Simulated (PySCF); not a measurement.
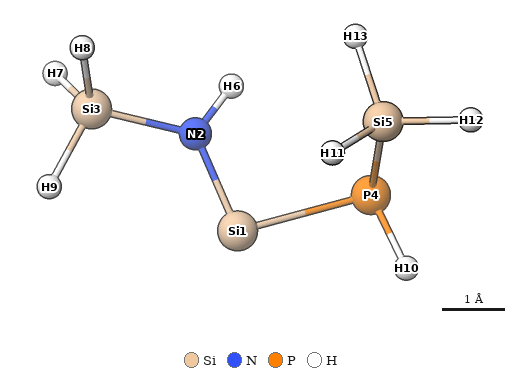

The structure as given in the input (ball-and-stick view, seen at a tilt; atoms are numbered from 1 in the order of the input). Bond lengths as drawn: H–N 1.02 Å, H–P 1.43 Å, H–Si 1.49 to 1.50 Å, N–Si 1.74 to 1.76 Å and P–Si 2.26 to 2.30 Å.

Run report: Si3PNH8, excited-state calculation

The run: excited-state calculation of Si3PNH8, SMILES [SiH3]N[Si]P[SiH3]. Method and program: TDDFT CAM-B3LYP/def2-SVPD, vertical, gas phase, core orbitals frozen in the response (PySCF 2.14.0).

The geometry comes from this level: PBE0-D3(BJ)/def2-SVP.

Output
```
coarse grid: 12520 points
cycle   1  E = -1268.7911674381  dE = -9.091e-02  |g| = 4.016e-01  |ddm| = 4.017e+00
cycle   2  E = -1268.7821358980  dE =  9.032e-03  |g| = 4.766e-01  |ddm| = 9.683e-01
cycle   3  E = -1268.8335786975  dE = -5.144e-02  |g| = 6.423e-02  |ddm| = 4.713e-01
cycle   4  E = -1268.8346597892  dE = -1.081e-03  |g| = 2.179e-02  |ddm| = 1.450e-01
cycle   5  E = -1268.8348411647  dE = -1.814e-04  |g| = 4.880e-03  |ddm| = 5.279e-02
cycle   6  E = -1268.8348522714  dE = -1.111e-05  |g| = 1.042e-03  |ddm| = 1.376e-02
cycle   7  E = -1268.8348531521  dE = -8.807e-07  |g| = 3.283e-04  |ddm| = 4.258e-03
final grid: 101672 points
cycle   8  E = -1268.9876330387  dE = -6.168e-06  |g| = 2.045e-03  |ddm| = 2.266e-02
cycle   9  E = -1268.9876323144  dE =  7.243e-07  |g| = 2.797e-03  |ddm| = 4.795e-03
cycle  10  E = -1268.9876340014  dE = -1.687e-06  |g| = 1.181e-04  |ddm| = 2.331e-03
cycle  11  E = -1268.9876340069  dE = -5.539e-09  |g| = 5.791e-05  |ddm| = 3.878e-04
cycle  12  E = -1268.9876340083  dE = -1.402e-09  |g| = 9.324e-06  |ddm| = 1.403e-04
cycle  13  E = -1268.9876340084  dE = -5.639e-11  |g| = 3.796e-06  |ddm| = 3.092e-05
```

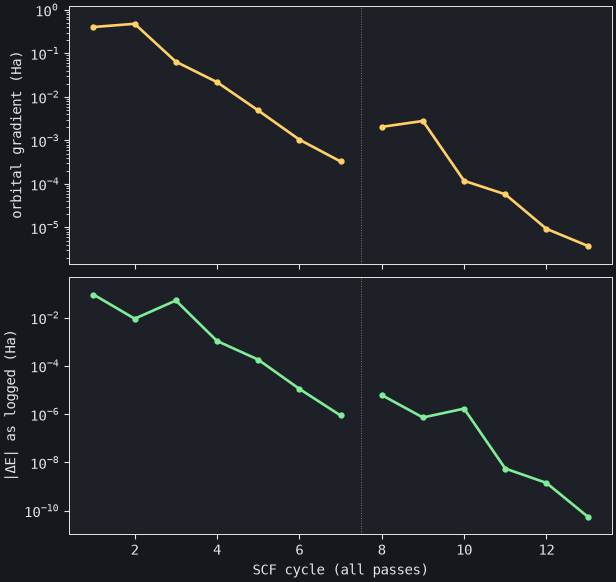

Convergence of the self-consistent field: orbital gradient and size of the energy change against the SCF cycle. The dotted line marks the change from a coarse to the final integration grid. The first 7 cycles use a coarse grid, the final grid takes over at cycle 8, and the field converges after 13 cycles in all.

```
converged SCF energy = -1268.9876340084

Static polarisability (au): isotropic 125.503, principal 102.080 119.455 154.973

Singlet excitations
state   eV       nm        f      main configurations
  1   3.2415    382.5   0.00993   H->L 0.98
  2   4.9701    249.5   0.00387   H-1->L 0.59, H->L+1 0.35
  3   5.3189    233.1   0.20278   H->L+1 0.54, H-1->L 0.36
  4   5.6881    218.0   0.01012   H->L+2 0.85
  5   5.8076    213.5   0.03927   H->L+3 0.55, H->L+5 0.24
  6   6.0524    204.9   0.24203   H-2->L 0.58, H->L+3 0.17, H->L+5 0.13

Triplet excitations (Tamm-Dancoff, eV): 2.1706 4.2261
Vertical ionisation energy (delta-SCF) = 8.0827 eV
Vertical electron affinity (delta-SCF) = 0.3115 eV
```

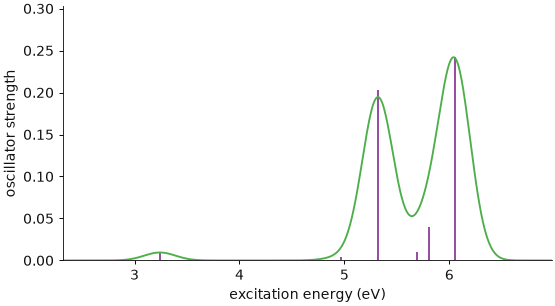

Computed excitations as sticks (degenerate states added up, dark ones marked on the axis), with a Gaussian envelope of 0.35 eV full width at half maximum, scaled to the tallest. Of the 6 states the lowest lies at 3.24 eV (f = 0.010); the strongest line is at 6.05 eV, or 205 nm (f = 0.242).

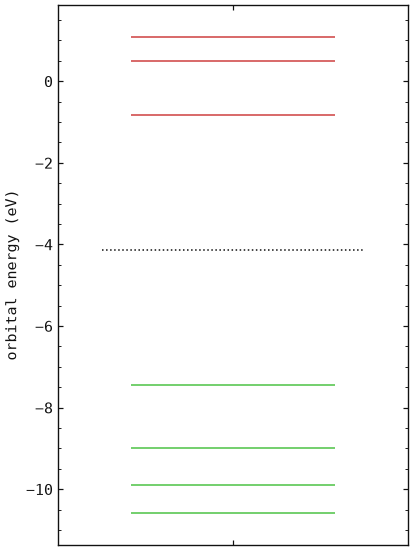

Orbital energies near the frontier; the dotted line parts filled from empty levels, and levels within 0.02 eV of each other stand side by side. Highest filled −7.45 eV, lowest empty −0.83 eV, 6.62 eV apart.

This output came from the following input.

Input file
```
{"job": {"kind": "uv", "xc": "CAM-B3LYP", "basis": "def2-SVPD", "nstates": 6, "ntriplets": 2, "ip": true}, "charge": 0, "multiplicity": 1}
Si    -0.098365    -1.107709    -1.208672
N     -0.656596    -0.834573     0.418668
Si    -0.456326    -1.964354     1.754796
P     -0.754815     0.929330    -2.061190
Si     0.816515     2.041428    -0.883147
H     -1.145900     0.029178     0.657038
H     -1.780951    -2.323923     2.344827
H      0.389795    -1.373349     2.835158
H      0.206200    -3.174874     1.192446
H      0.020240     0.827143    -3.256516
H      2.064422     1.252106    -0.625419
H      1.190413     3.295519    -1.602019
H      0.215334     2.386616     0.440765
```

The first line tells a small driver script what to run in PySCF; the rest is the geometry in Å.

Launch command:
```bash
OMP_NUM_THREADS=1 python <driver script> task.json out
```

Summary

| quantity | value |
| --- | --- |
| outcome | converged |
| total energy | −1268.987634 hartree |
| HOMO | −7.45 eV |
| LUMO | −0.83 eV |
| dipole moment | 1.01 D |
| mean polarisability | 125.50 a.u. |
| vertical ionisation energy | 8.08 eV |
| vertical electron affinity | 0.31 eV |
| lowest singlet excitation | 3.24 eV |
| hardware | 1 CPU thread, shared host |
| wall time | 1.9 min |
| peak memory | 0.86 GiB |
